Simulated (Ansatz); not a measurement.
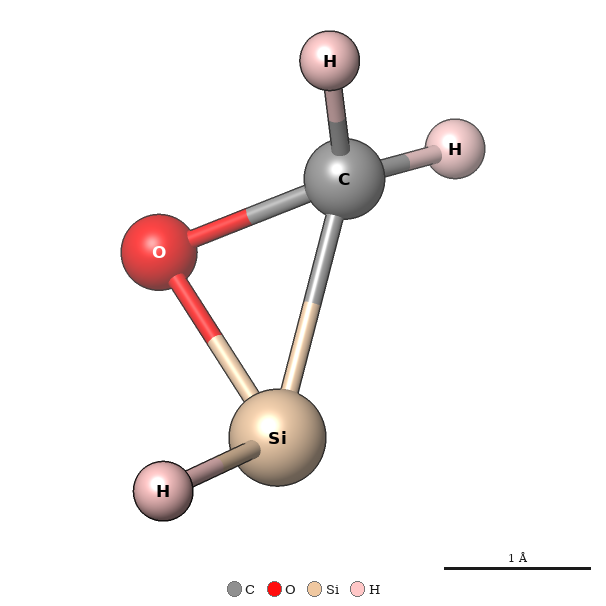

Distant atoms are faded towards the background colour. The species is neutral and a spin doublet. The computed structure is the end point of a PBE-D4/def2-SVP optimisation. No frequency run is at hand to confirm it as a minimum. Masses are those of the most abundant isotopes; constants are for the rigid equilibrium geometry.

**Classify the rotor and give the rotational constants (cm⁻¹).**

An asymmetric top (C1): A = 0.822, B = 0.358, C = 0.277 cm⁻¹. Ray's parameter κ is −0.70, nearer the prolate limit.
